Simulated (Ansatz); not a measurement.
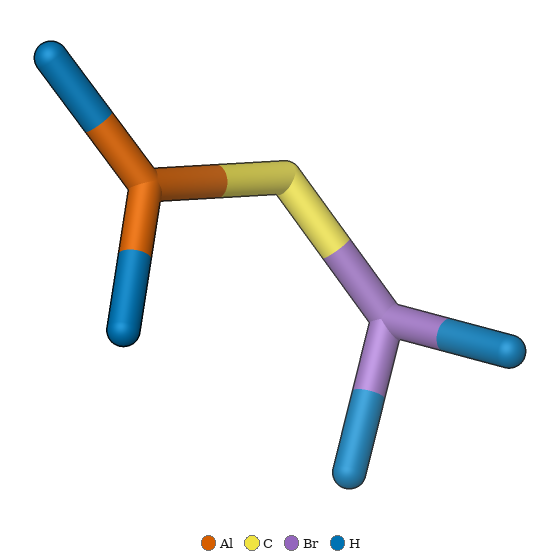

A stick model of a molecule.

**Count the atoms of each element.**

CH₄AlBr, 7 atoms: 1 carbon, 4 hydrogen, 1 aluminium and 1 bromine.

**Give the symmetry (Schoenflies symbol).**

C1.

**How many atoms are distinct by symmetry?**

7: 1 Al, 1 C, 1 Br, 1 H, 1 H, 1 H, 1 H.

The parts below concern this one geometry. Atoms keep their numbers from picture to picture. Computed geometry: PBE0-D4/def2-TZVP optimisation. No frequency run is at hand to confirm it as a minimum.

## Charges

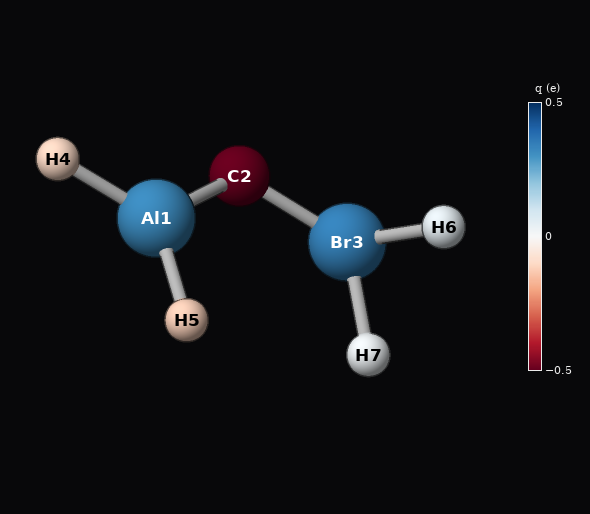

Atoms are coloured by their Mulliken charges. No frequency run is at hand to confirm it as a minimum. Method: RKS PBE0-D4/def2-TZVP (Ansatz 0.2.0).

List the Mulliken charges.

| atom | value (e) |
| --- | --- |
| Al1 | 0.32 |
| C2 | −0.49 |
| Br3 | 0.33 |
| H4 | −0.10 |
| H5 | −0.12 |
| H6 | 0.04 |
| H7 | 0.02 |

## Dipole moment

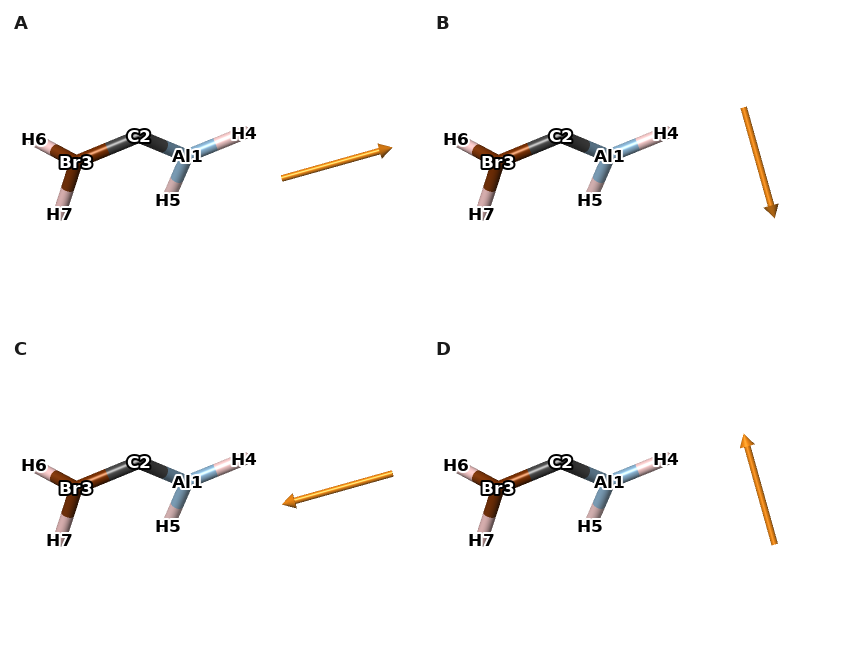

The same molecule four times, each with an arrow. No frequency run is at hand to confirm it as a minimum. Level of theory: RKS PBE0-D4/def2-TZVP (Ansatz 0.2.0).

**Which arrow points along the dipole moment, from the negative to the positive end?**

C. The dipole moment is 2.93 D; it points from the side of H4 to the side of H6, H7 (the outermost atoms at the two ends).

## Electronic properties

No frequency run is at hand to confirm it as a minimum. Method: RKS PBE0-D4/def2-TZVPP (Ansatz 0.2.0).

**Give the dispersion correction at this level.**

−11.1 kJ/mol.

**What is the HOMO energy (Kohn–Sham orbital)?**

−6.18 eV.

**Estimate the LUMO energy (Kohn–Sham orbital).**

−2.06 eV.

Mulliken values depend strongly on the basis set and can even reverse the polarity of a bond.
